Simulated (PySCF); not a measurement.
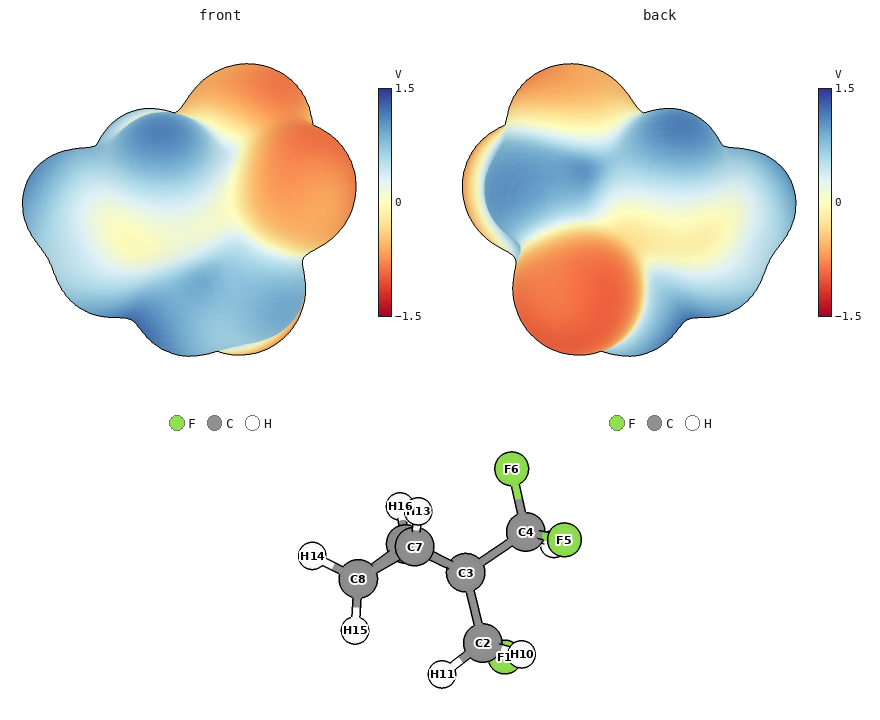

Figure. C₆H₇F₃. The electrostatic potential painted on the density surface at 0.002 e/bohr³, seen from the front and from behind; the colour scale runs from red (negative) to blue (positive). The bare structure is drawn below in the same view.

Geometry: GFN2-xTB.

Computed with CAM-B3LYP/def2-SVPD, SCF density, gas phase in PySCF 2.14.0.

```xyz
16

F    -1.2160    1.4079   -1.6681
C    -0.7886    1.3583   -0.3600
C    -0.2764   -0.0327   -0.0426
C    -1.4223   -1.0351   -0.0960
F    -2.2980   -0.8093    0.9202
F    -0.9839   -2.3046    0.0654
C     0.7962   -0.3138    0.9705
C     1.9226    0.3961    0.2890
C     1.0631   -0.5591   -0.4744
H    -1.6548    1.5992    0.2657
H    -0.0237    2.1281   -0.2508
H    -1.9880   -0.9877   -1.0393
H     0.7639   -0.9313    1.8419
H     2.9221    0.0556    0.5284
H     1.8741    1.4590    0.0969
H     1.3021   -1.4215   -1.0582
```

Where is the surface potential most negative and most positive?

Answer. The most negative region (about −1.0 V) lies over F1, the most positive (about +1.2 V) over H11, H15 and H16.

How polar is the molecule by this calculation?

Answer. Its dipole moment is 2.15 D.
